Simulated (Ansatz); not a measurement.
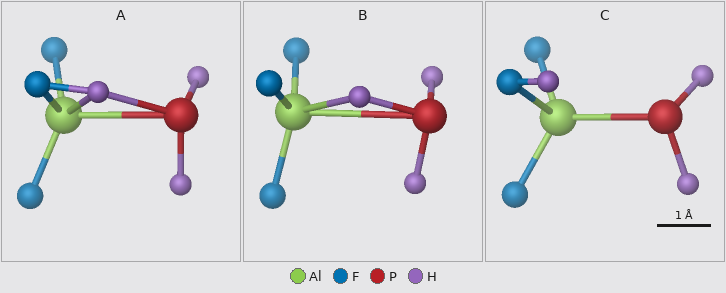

3 geometries from a converged minimum-energy path of AlPH3F3, made up at the start of AlF$_{3}$ and PH3, shuffled. The picture is a ball-and-stick view, seen at a tilt.

These are results of Ansatz 0.2.0, RKS PBE0/cc-pVDZ, not measurements. Settings: 7 movable images; climbing image; force threshold 0.05 eV/Å; iteration limit 60; starting path through a guess of the saddle point.

Question: Which frame is the top of the path?

Answer: A. In order along the path, whose images run from 0 to 8: B (image 3, +0.26 eV), A (image 5, +0.93 eV), C (image 8, +0.63 eV). Breaking: H–P (1.44 → 2.60 Å). Forming: Al–P (2.89 → 2.34 Å), F–H (2.37 → 0.94 Å).
